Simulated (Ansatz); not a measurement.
## C₂H₆GeOS: nudged elastic band

The run: nudged elastic band of C₂H₆GeOS. Method and program: RKS PBE0-D4/def2-SVP (Ansatz 0.2.0).

It belongs to a series of runs on one base structure; here: band between the two ends. Figures and captions count atoms from 1; the log counts them from 0 in places.

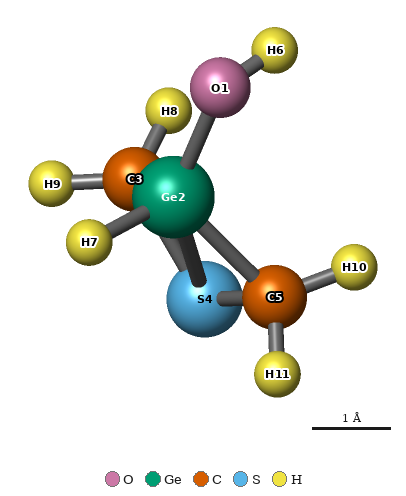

**Figure 1.** The starting structure (ball-and-stick view, seen at a tilt; atoms are numbered from 1 in the order of the input). Sticks mark near contacts.

Summary:

| quantity | value |
| --- | --- |
| outcome | converged |
| barrier, forward | 3.606 eV |
| barrier, backward | 1.119 eV |
| hardware | 2 threads of Intel Xeon (Sapphire Rapids), 16 GiB of memory available, shared host |
| wall time | 6.4 min (CPU time 12 min) |
| peak memory | 0.34 GiB |

Remarks:

The order of the saddle point was not checked.

Input file:
```yaml
crystal:
  periodic: [false, false, false]
  atoms:
    - { symbol: O, position_ang: [-0.57084, 2.071251, 0.747085] }
    - { symbol: Ge, position_ang: [0.408455, 0.624753, 0.408173] }
    - { symbol: C, position_ang: [-0.316905, -1.143698, 0.892758] }
    - { symbol: S, position_ang: [0.198807, -1.809521, -0.741743] }
    - { symbol: C, position_ang: [0.40518, -0.113166, -1.420453] }
    - { symbol: H, position_ang: [-1.479302, 2.006207, 0.434698] }
    - { symbol: H, position_ang: [1.785441, 0.963334, 0.987978] }
    - { symbol: H, position_ang: [-1.409864, -1.175795, 1.027658] }
    - { symbol: H, position_ang: [0.165076, -1.66806, 1.730728] }
    - { symbol: H, position_ang: [-0.45159, 0.192058, -2.042191] }
    - { symbol: H, position_ang: [1.330843, -0.004263, -2.00419] }
basis:
  gaussian: { orbitals: def2-SVP }
hamiltonian:
  xc: pbe0
  dispersion: d4
neb:
  order_check: false
  images: 7
  f_tol: 0.03
  max_iterations: 60
  final_atoms:
    - { symbol: O, position_ang: [-0.52405471, 2.13431734, 0.75262378] }
    - { symbol: Ge, position_ang: [0.58381465, 0.75003113, 0.4968054] }
    - { symbol: C, position_ang: [0.16046007, -0.96812328, 1.13767566] }
    - { symbol: S, position_ang: [-0.25135285, -1.68435608, -0.35025313] }
    - { symbol: C, position_ang: [0.28574628, -0.19143526, -1.26468401] }
    - { symbol: H, position_ang: [-1.41074355, 1.8354952, 0.98391719] }
    - { symbol: H, position_ang: [1.95019132, 1.42626486, 0.68739507] }
    - { symbol: H, position_ang: [-1.61680555, -1.52394472, -0.69163179] }
    - { symbol: H, position_ang: [0.18770147, -1.56810931, 2.04678876] }
    - { symbol: H, position_ang: [-0.49820622, 0.164998, -1.94978448] }
    - { symbol: H, position_ang: [1.19855008, -0.43203788, -1.82835145] }
  initial_path:
    images:
      - { positions_ang: [[-0.57084, 2.071251, 0.747085], [0.408455, 0.624753, 0.408173], [-0.316905, -1.143698, 0.892758], [0.198807, -1.809521, -0.741743], [0.40518, -0.113166, -1.420453], [-1.479302, 2.006207, 0.434698], [1.785441, 0.963334, 0.987978], [-1.409864, -1.175795, 1.027658], [0.165076, -1.66806, 1.730728], [-0.45159, 0.192058, -2.042191], [1.330843, -0.004263, -2.00419]] }
      - { positions_ang: [[-0.56717025, 2.08345727, 0.7226228], [0.43937815, 0.66754194, 0.41956361], [-0.30986608, -1.07641043, 0.91530037], [0.05783306, -1.77007114, -0.72015128], [0.38278717, -0.1126737, -1.37915648], [-1.47616541, 1.96401928, 0.39970411], [1.84490404, 0.98356671, 0.96948817], [-1.42808194, -1.366478, 0.90524936], [0.23488574, -1.6108834, 1.71748924], [-0.43286334, 0.25732974, -2.00143316], [1.31965987, -0.07629825, -1.92817574]] }
      - { positions_ang: [[-0.5635005, 2.09566353, 0.6981606], [0.4703013, 0.71033087, 0.43095421], [-0.30282716, -1.00912286, 0.93784273], [-0.08314089, -1.73062127, -0.69855955], [0.36039434, -0.11218141, -1.33785996], [-1.47302883, 1.92183155, 0.36471022], [1.90436708, 1.00379942, 0.95099834], [-1.44629988, -1.55716101, 0.78284071], [0.30469548, -1.55370681, 1.70425048], [-0.41413667, 0.32260149, -1.96067531], [1.30847673, -0.14833351, -1.85216148]] }
      - { positions_ang: [[-0.55983075, 2.1078698, 0.6736984], [0.50122445, 0.75311981, 0.44234482], [-0.29578824, -0.94183528, 0.9603851], [-0.22411483, -1.69117141, -0.67696783], [0.33800151, -0.11168911, -1.29656344], [-1.46989224, 1.87964383, 0.32971632], [1.96383012, 1.02403212, 0.93250851], [-1.46451782, -1.74784401, 0.66043207], [0.37450522, -1.49653021, 1.69101173], [-0.39541001, 0.38787323, -1.91991747], [1.2972936, -0.22036876, -1.77614722]] }
      - { positions_ang: [[-0.556161, 2.12007607, 0.64923621], [0.53214759, 0.79590875, 0.45373543], [-0.28874932, -0.87454771, 0.98292747], [-0.36508877, -1.65172155, -0.6553761], [0.31560868, -0.11119682, -1.25526692], [-1.46675566, 1.83745611, 0.29472243], [2.02329315, 1.04426483, 0.91401868], [-1.48273576, -1.93852702, 0.53802343], [0.44431496, -1.43935361, 1.67777297], [-0.37668334, 0.45314497, -1.87915963], [1.28611046, -0.29240401, -1.70013296]] }
      - { positions_ang: [[-0.54813442, 2.12363639, 0.6750831], [0.54506436, 0.78443934, 0.46450292], [-0.17644697, -0.8979416, 1.02161452], [-0.33665479, -1.65988018, -0.57909536], [0.30814308, -0.13125643, -1.25762119], [-1.45275263, 1.83696588, 0.46702112], [2.0050177, 1.13976484, 0.85736278], [-1.51625321, -1.83488144, 0.23060962], [0.38016158, -1.47154254, 1.77002692], [-0.40706406, 0.38110823, -1.89681584], [1.26422037, -0.32731248, -1.73218758]] }
      - { positions_ang: [[-0.54010785, 2.12719671, 0.70092999], [0.55798112, 0.77296994, 0.47527041], [-0.06414463, -0.92133549, 1.06030157], [-0.30822081, -1.66803881, -0.50281462], [0.30067748, -0.15131604, -1.25997546], [-1.4387496, 1.83647565, 0.63931981], [1.98674224, 1.23526484, 0.80070687], [-1.54977065, -1.73123587, -0.07680418], [0.31600821, -1.50373146, 1.86228086], [-0.43744478, 0.30907148, -1.91447206], [1.24233027, -0.36222095, -1.7642422]] }
      - { positions_ang: [[-0.53208128, 2.13075702, 0.72677688], [0.57089788, 0.76150053, 0.4860379], [0.04815772, -0.94472939, 1.09898861], [-0.27978683, -1.67619744, -0.42653387], [0.29321188, -0.17137565, -1.26232973], [-1.42474658, 1.83598543, 0.8116185], [1.96846678, 1.33076485, 0.74405097], [-1.5832881, -1.6275903, -0.38421799], [0.25185484, -1.53592039, 1.95453481], [-0.4678255, 0.23703474, -1.93212827], [1.22044018, -0.39712941, -1.79629682]] }
      - { positions_ang: [[-0.52405471, 2.13431734, 0.75262378], [0.58381465, 0.75003113, 0.4968054], [0.16046007, -0.96812328, 1.13767566], [-0.25135285, -1.68435608, -0.35025313], [0.28574628, -0.19143526, -1.26468401], [-1.41074355, 1.8354952, 0.98391719], [1.95019132, 1.42626486, 0.68739507], [-1.61680555, -1.52394472, -0.69163179], [0.18770147, -1.56810931, 2.04678876], [-0.49820622, 0.164998, -1.94978448], [1.19855008, -0.43203788, -1.82835145]] }
```

Launch command:
```bash
ansatz run input.yaml --threads 2 --pin off --max-ram 3072MiB --backend cpu --events-out ev --progress --plain --runs-dir out
```

Log:
```
Engine: ansatz 0.2.0, x86_64-unknown-linux-gnu
Functional definition: PBE0
  parameter a = 0.25
  parameter kappa = 0.804
  parameter beta = 0.06672455060314922
  exchange = (1 - a)*pbe_x(kappa = kappa, mu = beta*pi^2/3) + a*exact_x
  correlation = pbe_c(beta = beta)
1301 factors; integrals over basis functions are off by at most 4.6e-4 eV
mean field evaluation 1: about -71534.7860 eV, gradient 6.5e1 eV
mean field evaluation 2: about -71526.0821 eV, gradient 9.1e1 eV
mean field evaluation 4: about -71543.2369 eV, gradient 4.6e0 eV
mean field evaluation 8: about -71543.2999 eV, gradient 6.6e-2 eV
mean field -71543.29988945 eV, -2629.1677771468 hartree, gradient 2.8e-5 eV, S^2 0.000000; 0 other end points of the search recorded, 0 dependent functions left out
the calculation of the forces begins
reference -71543.29991598 eV, -2629.1677781218 hartree; 37, 37 occupied and 85, 85 virtual orbitals, 1301 factors
1303 factors; integrals over basis functions are off by at most 8.2e-4 eV
mean field evaluation 16: about -71529.9644 eV, gradient 7.1e1 eV
mean field evaluation 32: about -71540.8030 eV, gradient 1.4e-5 eV
mean field -71540.80298582 eV, -2629.0760176308 hartree, gradient 1.4e-5 eV, S^2 0.000000; 0 other end points of the search recorded, 0 dependent functions left out
[... from here on the field's lines of each further geometry are left out, up to the last ...]
NEB iter   1: max|band force component| = 4.327e0 eV/Å  barrier→ = 5.2213 eV  barrier← = 2.7338 eV  Δτ_max = 0.2000 Å  (259 SCF iters)
NEB iter   2: max|band force component| = 3.640e0 eV/Å  barrier→ = 4.0489 eV  barrier← = 1.5614 eV  Δτ_max = 0.2000 Å  (225 SCF iters)
NEB iter   3: max|band force component| = 4.921e0 eV/Å  barrier→ = 3.6172 eV  barrier← = 1.1297 eV  Δτ_max = 0.1005 Å  (214 SCF iters)
NEB iter   4: max|band force component| = 2.821e0 eV/Å  barrier→ = 3.5107 eV  barrier← = 1.0232 eV  Δτ_max = 0.2000 Å  (212 SCF iters)
NEB iter   5: max|band force component| = 1.583e0 eV/Å  barrier→ = 3.6233 eV  barrier← = 1.1358 eV  Δτ_max = 0.1987 Å  (214 SCF iters)
NEB iter   6: max|band force component| = 1.286e0 eV/Å  barrier→ = 3.6991 eV  barrier← = 1.2116 eV  Δτ_max = 0.1305 Å  (221 SCF iters)
NEB iter   7: max|band force component| = 2.843e0 eV/Å  barrier→ = 3.8112 eV  barrier← = 1.3237 eV  Δτ_max = 0.0656 Å  (221 SCF iters)
NEB iter   8: max|band force component| = 6.697e-1 eV/Å  barrier→ = 3.6536 eV  barrier← = 1.1662 eV  Δτ_max = 0.1321 Å  (216 SCF iters)
NEB iter   9: max|band force component| = 5.578e-1 eV/Å  barrier→ = 3.5629 eV  barrier← = 1.0754 eV  Δτ_max = 0.0795 Å  (217 SCF iters)
NEB iter  10: max|band force component| = 1.055e0 eV/Å  barrier→ = 3.4790 eV  barrier← = 0.9915 eV  CI = image 6  Δτ_max = 0.0993 Å  (216 SCF iters)
NEB iter  11: max|band force component| = 6.982e-1 eV/Å  barrier→ = 3.5943 eV  barrier← = 1.1069 eV  CI = image 6  Δτ_max = 0.0908 Å  (209 SCF iters)
NEB iter  12: max|band force component| = 3.656e-1 eV/Å  barrier→ = 3.6216 eV  barrier← = 1.1341 eV  CI = image 6  Δτ_max = 0.0566 Å  (211 SCF iters)
NEB iter  13: max|band force component| = 1.921e-1 eV/Å  barrier→ = 3.6105 eV  barrier← = 1.1230 eV  CI = image 6  Δτ_max = 0.0428 Å  (212 SCF iters)
NEB iter  14: max|band force component| = 3.678e-1 eV/Å  barrier→ = 3.6125 eV  barrier← = 1.1250 eV  CI = image 6  Δτ_max = 0.0214 Å  (212 SCF iters)
NEB iter  15: max|band force component| = 1.493e-1 eV/Å  barrier→ = 3.6075 eV  barrier← = 1.1201 eV  CI = image 6  Δτ_max = 0.0138 Å  (206 SCF iters)
the calculation of the forces begins
reference -71540.35774523 eV, -2629.0596553411 hartree; 37, 37 occupied and 85, 85 virtual orbitals, 1302 factors
1303 factors; integrals over basis functions are off by at most 7.3e-4 eV
mean field evaluation 992: about -71501.8662 eV, gradient 1.2e2 eV
mean field -71539.68515495 eV, -2629.0349381042 hartree, gradient 1.1e-5 eV, S^2 0.000000; 1 other end points of the search recorded, 0 dependent functions left out
the calculation of the forces begins
reference -71539.68518182 eV, -2629.0349390918 hartree; 37, 37 occupied and 85, 85 virtual orbitals, 1303 factors
NEB iter  16: max|band force component| = 2.024e-2 eV/Å  barrier→ = 3.6064 eV  barrier← = 1.1189 eV  CI = image 6  Δτ_max = 0.0000 Å  (402 SCF iters)
```

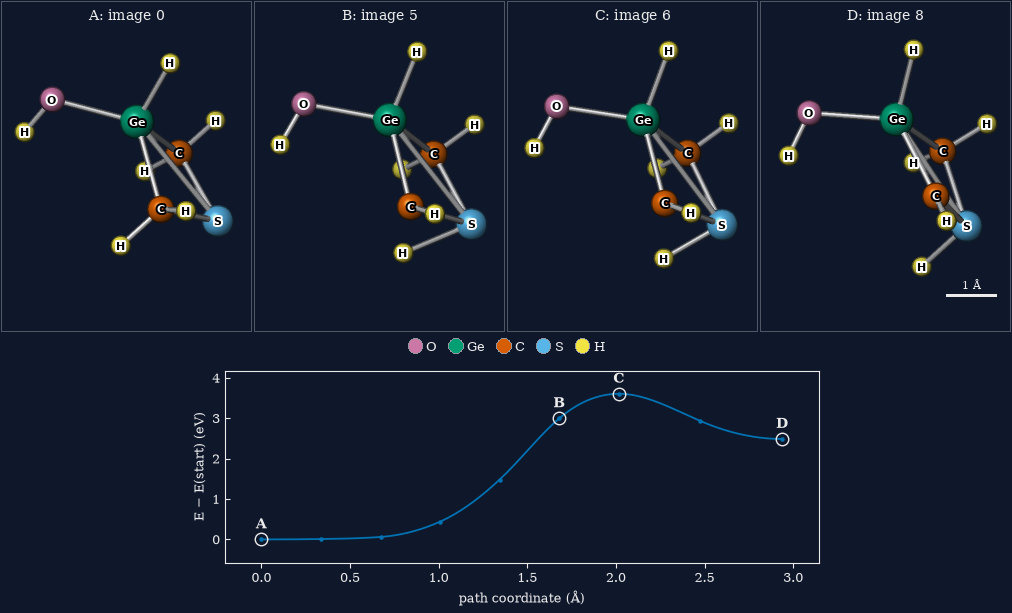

**Figure 2.** Images of the last band (counted from 0; ball-and-stick, seen at a tilt) above the energy along the path; the line is a cubic interpolation that uses the forces. The highest image is number 6, 3.606 eV above the start and 1.119 eV above the end (the climbing image); the end lies 2.487 eV above the start. The path is 2.94 Å long. The band converged in 16 iterations.

```
Total energy: -71539.92719031 eV, -2629.0438327397 hartree
Atom 0 at    -0.509140     2.151493     0.722682 Å, force    -0.007261     0.002861     0.001435 eV/Å
Atom 1 at     0.504742     0.709600     0.460798 Å, force     0.010572    -0.003374    -0.000614 eV/Å
Atom 2 at    -0.270890    -0.880644     1.176285 Å, force    -0.003775    -0.007308    -0.000831 eV/Å
Atom 3 at    -0.080008    -1.814142    -0.575790 Å, force     0.004055    -0.012895    -0.000119 eV/Å
Atom 4 at     0.320666    -0.192368    -1.326982 Å, force     0.015085     0.002825    -0.011024 eV/Å
Atom 5 at    -1.402716     1.867316     0.951839 Å, force    -0.001570     0.005582     0.000737 eV/Å
Atom 6 at     1.926890     1.278811     0.652980 Å, force    -0.000657     0.000949     0.001131 eV/Å
Atom 7 at    -1.338308    -1.481264    -0.115540 Å, force    -0.015092     0.003453     0.007460 eV/Å
Atom 8 at     0.132107    -1.513711     1.979182 Å, force     0.001844     0.001654     0.003924 eV/Å
Atom 9 at    -0.473876     0.132182    -2.012726 Å, force    -0.002043    -0.001518     0.001214 eV/Å
Atom 10 at     1.255834    -0.314173    -1.892226 Å, force    -0.001158     0.007770    -0.003312 eV/Å
Dipole moment:    -0.030397    -0.425382    -0.455239 e Å
this run last wrote the band of iteration 16 to [file]
```

The last band as extended XYZ (Å, eV, eV/Å):
```
11
Properties=species:S:1:pos:R:3:forces:R:3 image=0 energy=-71543.53351
O    -0.5708    2.0713    0.7471    0.0084   0.0002   0.0025
Ge    0.4085    0.6248    0.4082   -0.0193   0.0015  -0.0068
C    -0.3169   -1.1437    0.8928   -0.0084  -0.0011   0.0031
S     0.1988   -1.8095   -0.7417    0.0039  -0.0031  -0.0003
C     0.4052   -0.1132   -1.4205   -0.0069   0.0036  -0.0065
H    -1.4793    2.0062    0.4347    0.0026  -0.0056  -0.0016
H     1.7854    0.9633    0.9880    0.0089   0.0036   0.0058
H    -1.4099   -1.1758    1.0277    0.0086   0.0009   0.0001
H     0.1651   -1.6681    1.7307   -0.0022   0.0009  -0.0005
H    -0.4516    0.1921   -2.0422    0.0069  -0.0020   0.0040
H     1.3308   -0.0043   -2.0042   -0.0023   0.0010   0.0004
11
Properties=species:S:1:pos:R:3:forces:R:3 image=1 energy=-71543.52386
O    -0.5492    2.0970    0.7370    0.0028   0.0026   0.0031
Ge    0.4110    0.6415    0.3793   -0.0029  -0.0046   0.0037
C    -0.3364   -1.1135    0.8733    0.0018  -0.0047   0.0031
S     0.3088   -1.8167   -0.6986   -0.0080   0.0034  -0.0056
C     0.4212   -0.1349   -1.4349   -0.0023   0.0056   0.0001
H    -1.4988    1.9615    0.6548   -0.0026   0.0126  -0.0442
H     1.8053    0.9663    0.9261   -0.0047  -0.0181   0.0180
H    -1.4375   -1.1409    0.9061    0.0009  -0.0080   0.0273
H     0.0650   -1.6182    1.7634    0.0207  -0.0061  -0.0053
H    -0.4582    0.1040   -2.0530   -0.0026   0.0066   0.0005
H     1.3341   -0.0029   -2.0332   -0.0033   0.0107  -0.0008
11
Properties=species:S:1:pos:R:3:forces:R:3 image=2 energy=-71543.47258
O    -0.5564    2.1007    0.7179   -0.0103   0.0001  -0.0200
Ge    0.4260    0.6591    0.3571   -0.0150  -0.0263  -0.0249
C    -0.3456   -1.0853    0.8628   -0.0104  -0.0239  -0.0307
S     0.3463   -1.8342   -0.6663    0.0835   0.0313   0.0079
C     0.4317   -0.1684   -1.4353    0.0405   0.0209  -0.0433
H    -1.4842    1.8948    0.8712   -0.0285   0.0244  -0.0741
H     1.8307    1.0554    0.8317   -0.0252  -0.1415   0.0897
H    -1.4424   -1.0979    0.7728   -0.0783   0.0945   0.2612
H    -0.0392   -1.5835    1.7939    0.0328  -0.0319  -0.0598
H    -0.4487    0.0656   -2.0540   -0.0025  -0.0641  -0.0239
H     1.3470   -0.0633   -2.0315    0.0134   0.1165  -0.0822
11
Properties=species:S:1:pos:R:3:forces:R:3 image=3 energy=-71543.09243
O    -0.5420    2.1176    0.7250   -0.0395  -0.0814  -0.0261
Ge    0.4448    0.6766    0.3709   -0.0631  -0.1046  -0.2073
C    -0.3409   -1.0620    0.8972    0.1311  -0.3201  -0.4348
S     0.2691   -1.8643   -0.6629    0.7436   0.0168   0.0318
C     0.3978   -0.1945   -1.3994    0.1781  -0.0093  -0.2155
H    -1.4532    1.8815    0.9254   -0.0885   0.0706  -0.0587
H     1.8576    1.1695    0.7481   -0.1269  -0.3375   0.1723
H    -1.3806   -1.1679    0.5646   -0.5295   0.6668   1.3840
H    -0.0675   -1.5469    1.8509   -0.3012  -0.1126  -0.2722
H    -0.4506    0.1083   -2.0333   -0.0252  -0.1759  -0.0531
H     1.3309   -0.1747   -1.9660    0.1211   0.3870  -0.3204
11
Properties=species:S:1:pos:R:3:forces:R:3 image=4 energy=-71542.04967
O    -0.5260    2.1409    0.7156   -0.0471  -0.0876   0.0108
Ge    0.4600    0.6929    0.3982   -0.2057  -0.1439  -0.4508
C    -0.3644   -1.0016    0.9793   -0.1647  -0.8249  -1.2363
S     0.1409   -1.8732   -0.6579    1.5180  -0.2548  -0.3028
C     0.3645   -0.2047   -1.3644    0.1996  -0.0645  -0.3138
H    -1.4293    1.8818    0.9253   -0.1035   0.1088  -0.0415
H     1.8849    1.2222    0.7056   -0.2270  -0.4227   0.2114
H    -1.2993   -1.2676    0.3536   -0.2637   1.3617   2.9970
H    -0.0180   -1.5146    1.9060   -0.8423  -0.0517  -0.4968
H    -0.4522    0.1234   -2.0242   -0.0387  -0.0739  -0.0451
H     1.3043   -0.2564   -1.9168    0.1751   0.4534  -0.3321
11
Properties=species:S:1:pos:R:3:forces:R:3 image=5 energy=-71540.53482
O    -0.5163    2.1497    0.7157   -0.0313  -0.0420   0.0230
Ge    0.4800    0.7032    0.4313   -0.2356  -0.0888  -0.3526
C    -0.3444   -0.9339    1.0817   -0.7543  -0.6492  -1.0876
S     0.0146   -1.8533   -0.6322    1.0335  -0.4387  -0.6887
C     0.3400   -0.2015   -1.3416    0.1233  -0.0633  -0.2049
H    -1.4142    1.8753    0.9353   -0.0591   0.0714  -0.0275
H     1.9079    1.2551    0.6758   -0.1623  -0.2903   0.1511
H    -1.2795   -1.3750    0.1230    0.6566   1.2206   2.7873
H     0.0597   -1.5082    1.9471   -0.6759   0.0088  -0.4146
H    -0.4611    0.1275   -2.0179   -0.0084   0.0041  -0.0174
H     1.2786   -0.2956   -1.8977    0.1135   0.2676  -0.1683
11
Properties=species:S:1:pos:R:3:forces:R:3 image=6 energy=-71539.92716
O    -0.5091    2.1515    0.7227   -0.0073   0.0029   0.0014
Ge    0.5047    0.7096    0.4608    0.0106  -0.0034  -0.0006
C    -0.2709   -0.8806    1.1763   -0.0038  -0.0073  -0.0008
S    -0.0800   -1.8141   -0.5758    0.0041  -0.0129  -0.0001
C     0.3207   -0.1924   -1.3270    0.0151   0.0028  -0.0110
H    -1.4027    1.8673    0.9518   -0.0016   0.0056   0.0007
H     1.9269    1.2788    0.6530   -0.0007   0.0009   0.0011
H    -1.3383   -1.4813   -0.1155   -0.0151   0.0035   0.0075
H     0.1321   -1.5137    1.9792    0.0018   0.0017   0.0039
H    -0.4739    0.1322   -2.0127   -0.0020  -0.0015   0.0012
H     1.2558   -0.3142   -1.8922   -0.0012   0.0078  -0.0033
11
Properties=species:S:1:pos:R:3:forces:R:3 image=7 energy=-71540.60096
O    -0.5040    2.1605    0.7403   -0.0094   0.0647   0.0012
Ge    0.5352    0.7294    0.4892    0.1360   0.1108   0.1082
C    -0.0923   -0.9013    1.1617    0.7944  -0.0610  -0.0310
S    -0.1477   -1.7188   -0.4066   -0.2879   0.4002   0.8256
C     0.3013   -0.1817   -1.3048   -0.0609   0.0057   0.1038
H    -1.3921    1.8649    0.9748    0.0164   0.0160   0.0206
H     1.9471    1.3091    0.6547    0.0725   0.1767  -0.0095
H    -1.4868   -1.5887   -0.4252   -0.6589  -0.4977  -1.3692
H     0.1659   -1.5316    2.0094    0.1391  -0.0133   0.1888
H    -0.4916    0.1407   -1.9958   -0.0550  -0.0370   0.0662
H     1.2303   -0.3394   -1.8770   -0.0863  -0.1650   0.0953
11
Properties=species:S:1:pos:R:3:forces:R:3 image=8 energy=-71541.04602
O    -0.5241    2.1343    0.7526   -0.0171   0.0082   0.0038
Ge    0.5838    0.7500    0.4968    0.0003  -0.0003  -0.0037
C     0.1605   -0.9681    1.1377   -0.0041  -0.0046   0.0002
S    -0.2514   -1.6844   -0.3503    0.0080   0.0007   0.0005
C     0.2857   -0.1914   -1.2647   -0.0024  -0.0039   0.0001
H    -1.4107    1.8355    0.9839    0.0145  -0.0019  -0.0027
H     1.9502    1.4263    0.6874    0.0014  -0.0010  -0.0011
H    -1.6168   -1.5239   -0.6916   -0.0032   0.0041  -0.0054
H     0.1877   -1.5681    2.0468    0.0026   0.0020  -0.0024
H    -0.4982    0.1650   -1.9498    0.0052  -0.0018   0.0081
H     1.1986   -0.4320   -1.8284   -0.0051  -0.0014   0.0026
```
